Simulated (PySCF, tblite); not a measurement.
# C₆H₁₁F₃Si: geometry, infrared bands and NMR shifts

Aim: predict the infrared bands and NMR shifts of C₆H₁₁F₃Si (`CC[C@H]1C[Si@](F)(C(F)F)C1`).

Computed with tblite 0.8.0 and PySCF 2.14.0, with density-fitted response routines of our own, on a single molecule in the gas phase. Atoms count from 0, in the outputs and in this text.

### Step 1. The molecule as given

21 atoms, charge 0, multiplicity 1; geometry from: force field or distance geometry start.

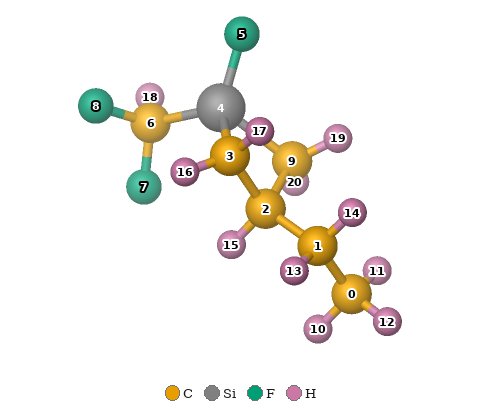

The starting geometry (carbon amber, silicon grey, fluorine teal, hydrogen pink), atoms numbered.

### Step 2. Relaxing the molecule with GFN2-xTB

The job: settings as JSON, then the geometry in Å.

```
{"job": {"kind": "relax", "xc": "GFN2-xTB", "basis": "xTB"}, "charge": 0, "multiplicity": 1}
C     -2.772000     0.625000    -0.251200
C     -1.885100    -0.205200     0.633700
C     -0.396400     0.094300     0.376100
C      0.592000    -0.764500     1.213700
Si     1.805400    -0.688600    -0.190000
F      2.412800    -2.106500    -0.592900
C      2.948300     0.704900    -0.207900
F      2.286500     1.889500    -0.092400
F      3.787700     0.648800     0.871800
C      0.146900    -0.378900    -1.016900
H     -2.605200     1.695200    -0.097800
H     -2.608400     0.404400    -1.306300
H     -3.837700     0.422600    -0.020400
H     -2.109600     0.008100     1.689200
H     -2.092200    -1.264500     0.481200
H     -0.238900     1.177400     0.551000
H      0.913100    -0.309500     2.164600
H      0.246400    -1.796300     1.426700
H      3.567800     0.761100    -1.095800
H     -0.304300    -1.291500    -1.400100
H      0.133900     0.391100    -1.799900
```

Started as:

```
OMP_NUM_THREADS=1 python probes_run.py task.json out
```

This one command runs all jobs of the session in turn.

What it wrote:

```text
step      E/eV     max force
  0    -935.84940    3.197
  1    -936.07878    1.122
  2    -936.15249    0.703
  3    -936.22109    0.504
  4    -936.24552    0.403
  5    -936.27160    0.276
  6    -936.28797    0.281
  7    -936.30021    0.247
  8    -936.30916    0.217
  9    -936.31569    0.177
 10    -936.31989    0.145
 11    -936.32320    0.116
 12    -936.32597    0.126
 13    -936.32843    0.115
 14    -936.33051    0.096
 15    -936.33229    0.090
 16    -936.33407    0.102
 17    -936.33598    0.099
 18    -936.33789    0.096
 19    -936.33940    0.107
 20    -936.34026    0.070
 21    -936.34069    0.048
 22    -936.34101    0.053
 23    -936.34143    0.071
 24    -936.34201    0.083
 25    -936.34274    0.066
 26    -936.34356    0.088
 27    -936.34453    0.092
 28    -936.34567    0.130
 29    -936.34693    0.133
 30    -936.34818    0.080
 31    -936.34950    0.098
 32    -936.35123    0.118
 33    -936.35372    0.200
 34    -936.35678    0.209
 35    -936.35971    0.125
 36    -936.36216    0.105
 37    -936.36404    0.099
 38    -936.36560    0.123
 39    -936.36699    0.100
 40    -936.36828    0.093
 41    -936.36963    0.111
 42    -936.37108    0.105
 43    -936.37236    0.091
 44    -936.37330    0.066
 45    -936.37407    0.075
 46    -936.37492    0.083
 47    -936.37600    0.113
 48    -936.37751    0.089
 49    -936.37977    0.096
 50    -936.38108    0.085
 51    -936.38212    0.076
 52    -936.38301    0.066
 53    -936.38373    0.062
 54    -936.38432    0.058
 55    -936.38485    0.050
 56    -936.38546    0.047
 57    -936.38617    0.071
 58    -936.38692    0.075
 59    -936.38777    0.077
 60    -936.38846    0.052
 61    -936.38910    0.069
 62    -936.38971    0.070
 63    -936.39025    0.048
 64    -936.39066    0.039
 65    -936.39098    0.041
 66    -936.39124    0.041
 67    -936.39146    0.034
 68    -936.39164    0.034
 69    -936.39181    0.033
 70    -936.39204    0.041
 71    -936.39234    0.044
 72    -936.39265    0.042
 73    -936.39290    0.033
 74    -936.39311    0.034
 75    -936.39333    0.034
 76    -936.39358    0.031
 77    -936.39381    0.028
 78    -936.39401    0.024
 79    -936.39421    0.035
 80    -936.39444    0.038
 81    -936.39466    0.032
 82    -936.39484    0.028
 83    -936.39501    0.030
 84    -936.39520    0.029
 85    -936.39541    0.028
 86    -936.39562    0.023
 87    -936.39578    0.026
 88    -936.39589    0.028
 89    -936.39598    0.029
 90    -936.39607    0.023
 91    -936.39617    0.020
 92    -936.39621    0.018
 93    -936.39626    0.015
 94    -936.39629    0.012
 95    -936.39631    0.010
 96    -936.39633    0.010
 97    -936.39635    0.009
```

Wall time 0.91 s (1 thread of Arm Neoverse V1, shared host).

Along the way: (not every step is listed)

| step | energy from step 0 (eV) | largest force (eV/Å) |
| --- | --- | --- |
| 0 | 0.0000 | 3.1967 |
| 1 | -0.2294 | 1.1218 |
| 2 | -0.3031 | 0.7029 |
| 3 | -0.3717 | 0.5043 |
| 4 | -0.3961 | 0.4032 |
| 5 | -0.4222 | 0.2758 |
| 6 | -0.4386 | 0.2811 |
| 7 | -0.4508 | 0.2470 |
| 8 | -0.4598 | 0.2168 |
| 16 | -0.4847 | 0.1023 |
| 24 | -0.4926 | 0.0828 |
| 32 | -0.5018 | 0.1184 |
| 40 | -0.5189 | 0.0933 |
| 48 | -0.5281 | 0.0891 |
| 56 | -0.5361 | 0.0470 |
| 64 | -0.5413 | 0.0388 |
| 72 | -0.5433 | 0.0421 |
| 80 | -0.5450 | 0.0380 |
| 88 | -0.5465 | 0.0278 |
| 92 | -0.5468 | 0.0177 |
| 93 | -0.5469 | 0.0151 |
| 94 | -0.5469 | 0.0116 |
| 95 | -0.5469 | 0.0103 |
| 96 | -0.5469 | 0.0100 |
| 97 | -0.5470 | 0.0088 |

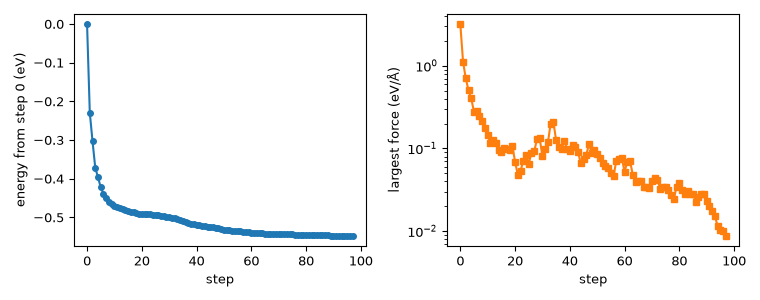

Energy and largest force along the relaxation.

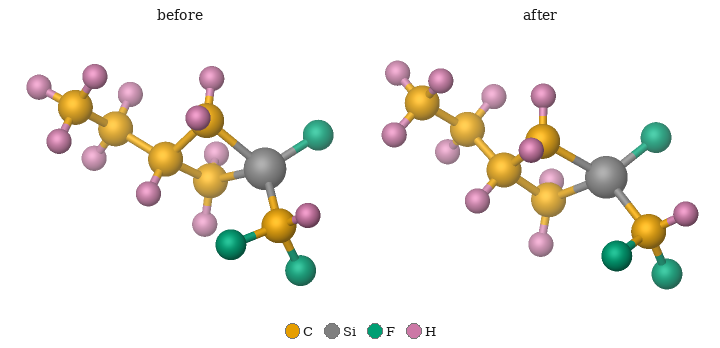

Before and after, at one scale.

Close pairs (by a distance rule), those that changed most:

| bond | before (Å) | after (Å) | change (Å) |
| --- | --- | --- | --- |
| Si4–C6 | 1.802 | 1.934 | +0.131 |
| C3–Si4 | 1.857 | 1.896 | +0.039 |
| Si4–F5 | 1.594 | 1.625 | +0.031 |
| C0–H12 | 1.109 | 1.087 | -0.022 |
| C0–C1 | 1.503 | 1.525 | +0.022 |
| C3–H17 | 1.109 | 1.088 | -0.021 |
| C1–C2 | 1.540 | 1.522 | -0.018 |
| Si4–C9 | 1.879 | 1.897 | +0.018 |

The final coordinates are the input of the step that follows.

### Step 3. Vibrational analysis with GFN2-xTB

The job: settings as JSON, then the geometry in Å.

```
{"job": {"kind": "ir", "xc": "GFN2-xTB", "basis": "xTB"}, "charge": 0, "multiplicity": 1}
C     -2.983587     0.304473    -0.248827
C     -1.909559    -0.402790     0.570052
C     -0.552090     0.274140     0.446506
C      0.545194    -0.386380     1.327836
Si     1.682931    -0.568418    -0.178121
F      2.141975    -2.062240    -0.623621
C      3.356733     0.392764    -0.295697
F      3.158769     1.729101    -0.460522
F      4.076187     0.262213     0.852587
C      0.098862     0.126715    -0.956933
H     -3.121132     1.323974     0.104010
H     -2.704682     0.341334    -1.298693
H     -3.932208    -0.219739    -0.164501
H     -2.207035    -0.410592     1.621374
H     -1.820995    -1.441427     0.242142
H     -0.654485     1.329603     0.702708
H      0.873668     0.237260     2.154652
H      0.214405    -1.334834     1.746148
H      4.006417     0.059697    -1.117192
H     -0.430179    -0.595761    -1.574327
H      0.151893     1.057849    -1.513387
```

What it wrote:

```text
mode    cm-1     km/mol
  1      18.2      2.09
  2      22.3      0.29
  3      76.9      1.21
  4      94.6      2.02
  5     105.6      1.92
  6     162.5     10.58
  7     176.2     22.19
  8     197.7      0.71
  9     232.9      1.41
 10     284.6     17.46
 11     313.7     16.91
 12     374.6     27.34
 13     417.6      4.26
 14     496.4      3.22
 15     508.6     15.25
 16     653.2      8.81
 17     676.6      2.63
 18     746.3     78.42
 19     748.3     94.71
 20     785.3    122.50
 21     813.1     15.66
 22     869.2    134.89
 23     894.3     56.77
 24     992.4      9.27
 25    1002.9    159.21
 26    1012.3      0.67
 27    1020.2      2.85
 28    1043.0      6.66
 29    1083.3     65.40
 30    1101.1      2.70
 31    1125.0      4.68
 32    1189.6      0.16
 33    1196.8     12.45
 34    1211.0     13.00
 35    1234.0     31.30
 36    1252.1      0.81
 37    1265.1      3.46
 38    1268.5      1.81
 39    1304.2      6.87
 40    1353.4      0.05
 41    1415.0      2.60
 42    1452.1     12.99
 43    1458.5      0.04
 44    1494.7      0.78
 45    1502.5      2.68
 46    1505.3      2.07
 47    2894.2     32.60
 48    2962.9     15.04
 49    2973.4     43.41
 50    2978.3     32.18
 51    3008.7     12.05
 52    3013.4     35.74
 53    3027.0     14.82
 54    3031.9      4.98
 55    3036.6     53.95
 56    3040.5     49.07
 57    3046.5     27.90
```

It took 1 s on 1 thread of Arm Neoverse V1, shared host.

The strongest bands and the atoms that carry them (share of the mass-weighted mode):

| cm⁻¹ | km/mol | atoms |
| --- | --- | --- |
| 746 | 78.4 | C3 30 %, Si4 28 %, F5 12 % |
| 748 | 94.7 | F5 29 %, C9 27 %, Si4 21 % |
| 785 | 122.5 | Si4 18 %, C9 16 %, C3 12 %, H19 11 % |
| 869 | 134.9 | Si4 17 %, H16 12 %, H20 12 %, C2 10 % |
| 894 | 56.8 | C9 21 %, Si4 20 %, C3 19 % |
| 1003 | 159.2 | C6 61 %, F8 19 %, F7 16 % |
| 1083 | 65.4 | C6 51 %, F7 19 %, F8 16 %, H18 12 % |
| 3037 | 54.0 | H10 81 % |

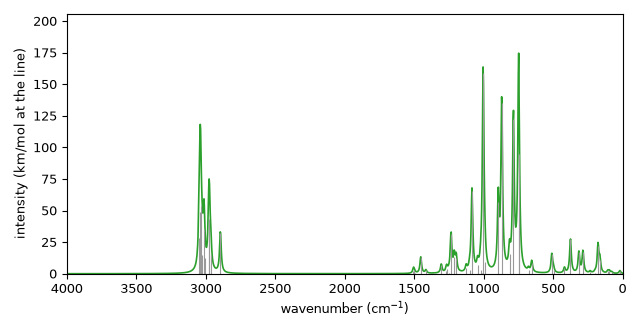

The infrared spectrum from these modes, unscaled. Lines are broadened to a width of 14 cm⁻¹ (Lorentzian).

### Step 4. Nuclear shieldings: PBE0/pcSseg-1

Settings changed since step 3:

```diff
@@ -1,2 +1,2 @@
-{"job": {"kind": "ir", "xc": "GFN2-xTB", "basis": "xTB"}, "charge": 0, "multiplicity": 1}
+{"job": {"kind": "nmr", "xc": "PBE0", "basis": "pcSseg-1"}, "charge": 0, "multiplicity": 1}
 C     -2.983587     0.304473    -0.248827
```

With the program's defaults for keys left out, this is: GIAO PBE0/pcSseg-1 NMR shielding, non-relativistic, gas phase.

What it wrote:

```text
coarse grid: 18224 points
cycle   1  E = -823.3437089488  dE =  1.109e+00  |g| = 9.124e-01  |ddm| = 4.054e+00
cycle   2  E = -823.1858877759  dE =  1.578e-01  |g| = 1.349e+00  |ddm| = 1.458e+00
cycle   3  E = -823.4975466365  dE = -3.117e-01  |g| = 8.111e-02  |ddm| = 8.880e-01
cycle   4  E = -823.4985945792  dE = -1.048e-03  |g| = 4.165e-02  |ddm| = 8.657e-02
cycle   5  E = -823.4989656003  dE = -3.710e-04  |g| = 8.826e-03  |ddm| = 3.634e-02
cycle   6  E = -823.4989805121  dE = -1.491e-05  |g| = 3.711e-03  |ddm| = 1.051e-02
cycle   7  E = -823.4989830139  dE = -2.502e-06  |g| = 4.903e-04  |ddm| = 2.676e-03
final grid: 173080 points
cycle   8  E = -823.5789746517  dE = -7.400e-05  |g| = 9.963e-03  |ddm| = 3.541e-02
cycle   9  E = -823.5789625620  dE =  1.209e-05  |g| = 1.255e-02  |ddm| = 1.781e-02
cycle  10  E = -823.5789985175  dE = -3.596e-05  |g| = 1.045e-03  |ddm| = 1.006e-02
cycle  11  E = -823.5789986852  dE = -1.678e-07  |g| = 3.457e-04  |ddm| = 9.680e-04
cycle  12  E = -823.5789987038  dE = -1.856e-08  |g| = 9.568e-05  |ddm| = 2.577e-04
cycle  13  E = -823.5789987052  dE = -1.366e-09  |g| = 3.207e-05  |ddm| = 8.855e-05
cycle  14  E = -823.5789987053  dE = -1.696e-10  |g| = 5.675e-06  |ddm| = 2.529e-05
converged SCF energy = -823.5789987053

GIAO shielding tensors (ppm)
atom      isotropic    diamagn.    paramagn.     s11        s22        s33       span
  0 C      172.364     246.159     -73.795    158.940    170.130    188.021     29.080
  1 C      148.909     247.904     -98.995    134.696    143.646    168.384     33.688
  2 C      156.961     253.788     -96.827    147.420    153.251    170.213     22.793
  3 C      154.170     257.010    -102.840    116.284    157.976    188.251     71.967
  4 Si     327.817     878.263    -550.445    257.126    322.757    403.568    146.442
  5 F      346.728     468.783    -122.054    318.131    355.623    366.431     48.300
  6 C       61.573     248.284    -186.711     44.479     65.261     74.980     30.501
  7 F      333.327     474.817    -141.489    200.625    331.912    467.444    266.819
  8 F      333.443     470.748    -137.305    197.921    333.031    469.376    271.455
  9 C      155.379     257.875    -102.496    124.898    155.184    186.056     61.158
 10 H       30.936      29.531       1.405     26.624     28.782     37.400     10.776
 11 H       30.718      30.469       0.250     25.955     30.860     35.340      9.385
 12 H       30.557      27.342       3.215     25.783     27.474     38.414     12.631
 13 H       30.001      31.571      -1.570     24.788     29.679     35.535     10.746
 14 H       30.527      32.810      -2.283     26.414     30.951     34.216      7.803
 15 H       29.933      35.713      -5.781     26.627     29.071     34.101      7.474
 16 H       29.346      32.099      -2.752     25.198     27.534     35.307     10.109
 17 H       30.158      32.738      -2.580     25.786     29.462     35.224      9.437
 18 H       25.336      26.352      -1.016     23.513     24.922     27.572      4.058
 19 H       30.392      33.823      -3.431     25.892     30.236     35.047      9.156
 20 H       29.560      33.235      -3.676     25.412     28.114     35.153      9.741
```

Run time: 59 s. Hardware: 1 thread of Arm Neoverse V1, shared host; peak memory 1.1 GiB.

The references, computed at this level on geometries of the same kind, shield at (ppm): ¹H TMS 31.72, ¹³C TMS 186.9, ²⁹Si TMS 349.2, ¹⁹F CFCl3 170.9. Their shielding less the atom's gives the shift. The references are single molecules in the gas phase, so shifts against H2O, NH3, PH3, H3PO4 or CFCl3 are not on the usual liquid scales and can be off by tens of ppm. Atoms listed in one row are averaged.

| atoms | environment | σ (ppm) | δ (ppm) | δ scaled to CDCl3 |
| --- | --- | --- | --- | --- |
| C6 | sp3 CH bonded to 2 F and Si | 61.6 | 125.4 | 120.4 |
| C1 | sp3 CH2 | 148.9 | 38.0 | 35.2 |
| C3, C9 | sp3 CH2 bonded to Si | 154.8 | 32.2 | 29.5 |
| C2 | sp3 CH in a ring | 157.0 | 30.0 | 27.3 |
| C0 | methyl carbon | 172.4 | 14.6 | 12.3 |
| H18 | hydrogen on an sp3 CH bonded to 2 F and Si | 25.34 | 6.38 | 6.12 |
| H16, H20 | hydrogen on an sp3 CH2 bonded to Si | 29.45 | 2.26 | 2.24 |
| H15 | hydrogen on an sp3 CH in a ring | 29.93 | 1.78 | 1.79 |
| H13, H14 | hydrogen on an sp3 CH2 | 30.26 | 1.45 | 1.48 |
| H17, H19 | hydrogen on an sp3 CH2 bonded to Si | 30.27 | 1.44 | 1.47 |
| H10, H11, H12 | hydrogen on a methyl carbon | 30.74 | 0.98 | 1.03 |
| Si4 | silicon bonded to 3 C, F, in a 4-membered ring | 327.8 | 21.3 | – |
| F7, F8 | fluorine of a CF2 group | 333.4 | -162.4 | – |
| F5 | fluorine bonded to Si | 346.7 | -175.8 | – |

The scaled column applies a straight-line fit of computed shieldings to shifts measured in CDCl3, and one for carbons that bear F (root-mean-square error 0.16 ppm for H, 1.9 ppm for C).

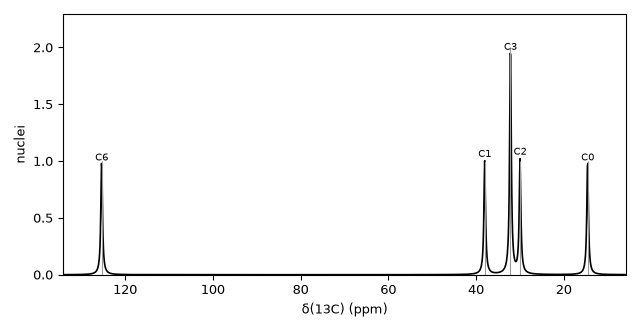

¹³C lines at the computed shifts, without couplings. Lines are broadened to a width of 0.44 ppm (Lorentzian).

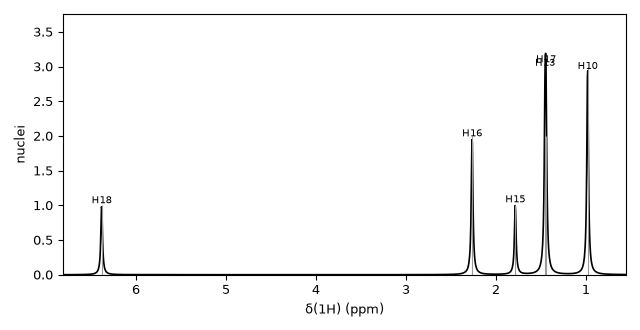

¹H lines at the computed shifts, without couplings. Lines are broadened to a width of 0.02 ppm (Lorentzian).

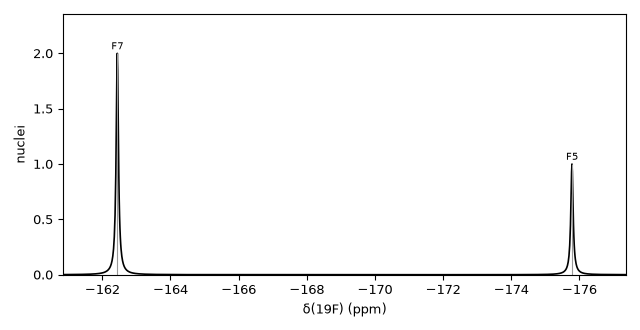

¹⁹F lines at the computed shifts, without couplings. Lines are broadened to a width of 0.08 ppm (Lorentzian).

Charges from the same density, by scheme (e):

| atoms | Mulliken | IAO | Hirshfeld | ESP fit |
| --- | --- | --- | --- | --- |
| C0 | -0.26 | -0.42 | -0.12 | -0.28 |
| C1 | -0.21 | -0.25 | -0.06 | -0.03 |
| C2 | -0.34 | -0.09 | -0.02 | 0.35 |
| C3, C9 | -0.50 | -0.58 | -0.17 | -0.52 |
| Si4 | 1.18 | 1.30 | 0.46 | 0.67 |
| F5 | -0.42 | -0.52 | -0.21 | -0.32 |
| C6 | 0.23 | 0.16 | 0.06 | 0.21 |
| F7, F8 | -0.31 | -0.30 | -0.11 | -0.21 |

Hirshfeld charges:

C0 -0.12; C1 -0.06; C2 -0.02; C3 -0.17; Si4 0.46; F5 -0.21; C6 0.06; F7 -0.12; F8 -0.11; C9 -0.17; H10 0.04; H11 0.04; H12 0.04; H13 0.04; H14 0.04; H15 0.04; H16 0.04; H17 0.04; H18 0.05; H19 0.04; H20 0.04

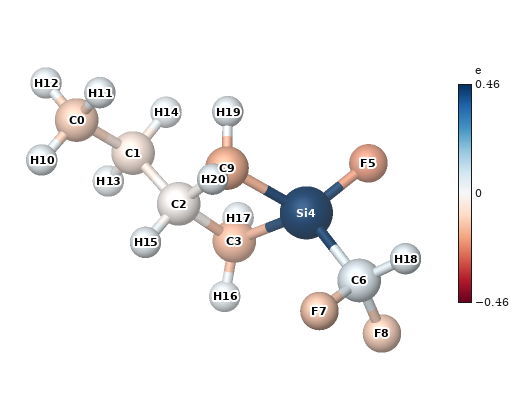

Hirshfeld charges, as colours on the atoms.

Mayer bond orders: C0–C1 1.06, C1–C2 1.01, C2–C3 0.97, C3–Si4 0.94, Si4–F5 0.95, Si4–C6 0.82, C6–F7 0.90, C6–F8 0.91, Si4–C9 0.92, C9–C2 0.97.

Ring of atoms C2, C3, Si4, C9: NICS(0) -0.9, NICS(1) -1.5, NICS(1)zz 3.0 ppm (means of both faces).

### Step 5. Outcome

| quantity | value |
| --- | --- |
| strongest single infrared mode (GFN2-xTB) | 1003 cm⁻¹, 159 km/mol |
| zero-point energy (GFN2-xTB) | 101.7 kcal/mol |
| ¹³C shifts against TMS (PBE0/pcSseg-1, means over atoms taken as alike) | 125.4, 38.0, 32.2, 30.0, 14.6 ppm |
| ¹H shifts against TMS (PBE0/pcSseg-1, means over atoms taken as alike) | 6.38, 2.26, 1.78, 1.45, 1.44, 0.98 ppm |
| ²⁹Si shifts against TMS (PBE0/pcSseg-1) | 21.3 ppm |
| ¹⁹F shifts against CFCl3 (PBE0/pcSseg-1, means over atoms taken as alike) | -162.4, -175.8 ppm |

Over 97 steps the energy fell by 0.547 eV; of the close pairs, Si4–C6 changed most, 1.802 to 1.934 Å. No mode is imaginary among the 57: a minimum at this level. The strongest single mode, at 1003 cm⁻¹, moves mainly C6. GFN2-xTB is a fitted tight-binding method: band positions and strengths are rough. Its intensities can rank the bands wrongly. H18 (hydrogen on an sp3 CH bonded to 2 F and Si) lies farthest downfield among hydrogen, at 6.38 ppm; its carbon carries F, hence the downfield position. At PBE0/pcSseg-1: The largest span, 269 ppm, is at F7, F8, where the paramagnetic term is -139 ppm.
